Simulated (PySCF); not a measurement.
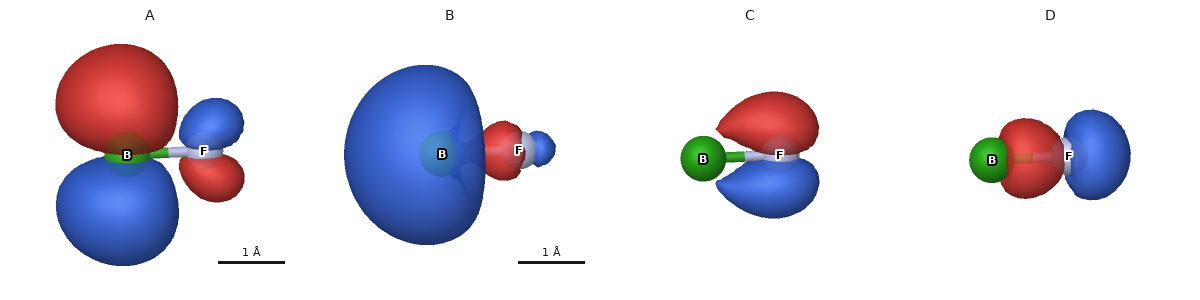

*BF (charge +1, doublet). Four frontier β-spin orbitals, each drawn at the value that holds 80 % of its norm (blue and red are the two phases), in no order; of a degenerate pair one member is drawn.*

The calculation used PBE0/def2-TZVPPD, non-relativistic Hamiltonian with scalar-relativistic core potentials where named, at a bond length of 1.215 Å (PySCF 2.14.0).

Name the orbitals and rank them from lowest to highest energy.

Orbital D: σ, occupied in this spin, −26.25 eV; mainly on F (85 %).
Orbital C: π, occupied in this spin, −23.95 eV; mainly on F (85 %).
Orbital B: σ, empty in this spin, −13.25 eV; mainly on B (95 %).
Orbital A: π, empty in this spin, −8.73 eV; mainly on B (85 %).
